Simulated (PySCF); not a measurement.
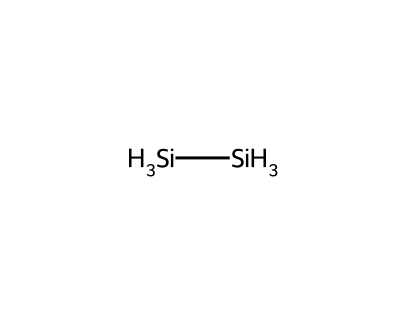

Simulated data, not a measurement (program: PySCF).

A structural formula.

### Write the SMILES.

[SiH3][SiH3]

### What is the molecular formula?

Si2H6.

### An optimisation with PBE0-D3(BJ)/def2-SVP gave a structure of which point group?

D3d.
